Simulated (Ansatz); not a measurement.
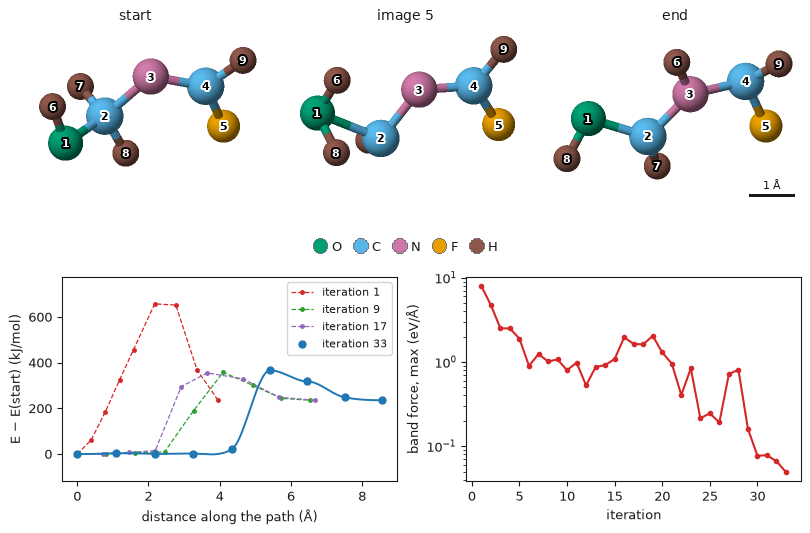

A nudged-elastic-band calculation for C2H4FNO. Images are numbered from 0 (start) to 8 (end). The plot follows the band through its iterations. A ball-and-stick model, seen from a free direction.

The calculation used RKS PBE0/STO-3G in Ansatz. Set-up: 7 movable images; climbing image; force threshold 0.05 eV/Å; iteration limit 60; starting path through a guess of the saddle point.

Q: Did the band converge, and can the barrier be trusted?

A: The run is converged, with reservations. The band converged in 33 iterations. The largest component of the band force went from 8 to 0.049 eV/Å. The climbing image converged on the top of the path. Its vibrational analysis gives one imaginary mode (1085i cm⁻¹), as a transition state must have. The first iteration put the highest image at 657.5 kJ/mol. The highest point, image 5, lies 366.7 kJ/mol above the start and 131.2 kJ/mol above the end; the end is at +235.5 kJ/mol relative to the start.

Limits of the set-up: STO-3G is a minimal basis, so the numbers are rough.

Cost: 4.9 min on 1 thread of Intel(R) Xeon(R) 6975P-C (Granite Rapids) (shared host), peak memory 0.11 GiB.
